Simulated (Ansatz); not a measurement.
# FH₆Si₃ (SMILES F[Si+]([SiH3])[SiH3]) (charge +1): what the fields show

```xyz
10

F    -0.8266   -1.0008    1.6401
Si   -1.4429   -0.5244    0.2384
Si   -3.7840   -0.9118    0.2155
Si    0.2800    0.3393   -1.1462
H    -3.8748   -2.3829    0.4267
H    -4.2753   -0.4427   -1.1038
H    -4.2608   -0.1133    1.3781
H    -0.3687    0.7580   -2.4135
H     0.8297    1.4557   -0.3289
H     1.2085   -0.8175   -1.2744
```

Geometry: r2SCAN-D4/def2-SVP.

Method: isolated molecule in a Gaussian basis; Kohn-Sham density functional theory, functional PBE0 in Ansatz.

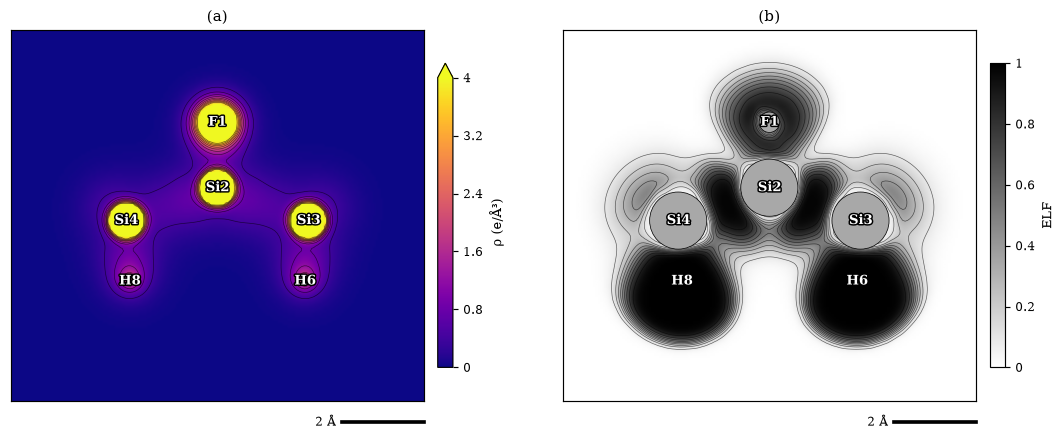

Figure 1. (a) electron density; (b) ELF on the plane of atoms Si2, Si3 and H6. Grey discs cover the atomic cores in the ELF map.

### What do the fields say about this system?

The plane passes through F, Si and H nuclei. Si–F (1.60 Å): the density is about 1.2 e/Å³ at the midpoint; the ELF peaks at about 0.85 in the valence shell of F, 0.6 Å from its nucleus, and is about 0.50 at the midpoint. Si–Si (2.37 Å): ρ is about 0.6 e/Å³ halfway; the ELF peaks at about 1 between the atoms: a shared electron pair. Si–H (1.48 Å): ρ at the midpoint is about 0.83 e/Å³; the ELF climbs to about 1 towards the hydrogen, as it does in any bond to H. The ELF also peaks beside F1, away from the bonds: lone-pair regions.

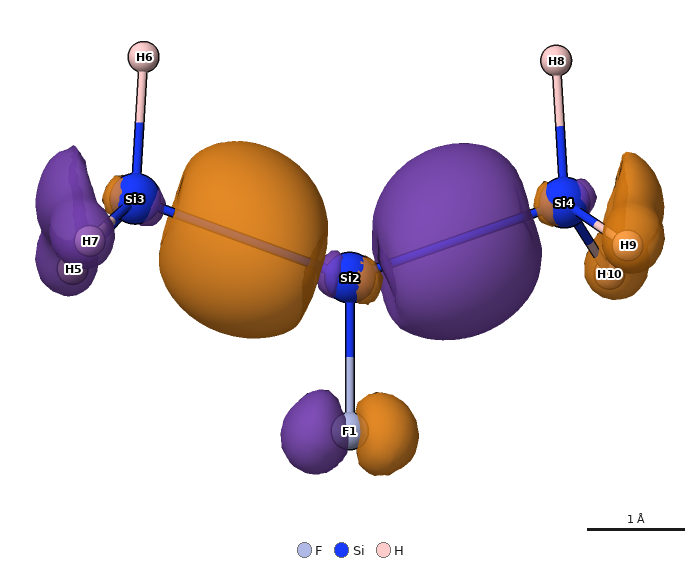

Figure 2. One frontier orbital at ±0.15 Å⁻³ᐟ² (orange and purple are the two phases), seen across its widest extent.

### Which orbital is it: HOMO or LUMO?

The HOMO, at −13.27 eV. By Hirshfeld shares it lies mainly on Si2 (about 35 %), Si3 (about 25 %) and Si4 (about 25 %).

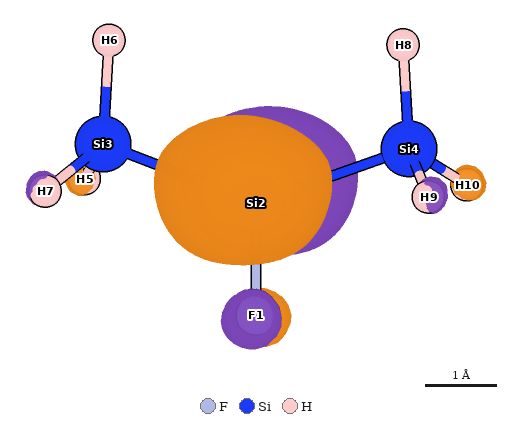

Figure 3. One frontier orbital at ±0.15 Å⁻³ᐟ² (orange and purple are the two phases), seen at a tilt.

### Which orbital is it: HOMO or LUMO?

The LUMO, at −8.57 eV. It lies mainly on Si2 (about 65 %) and F1 (about 5 %).
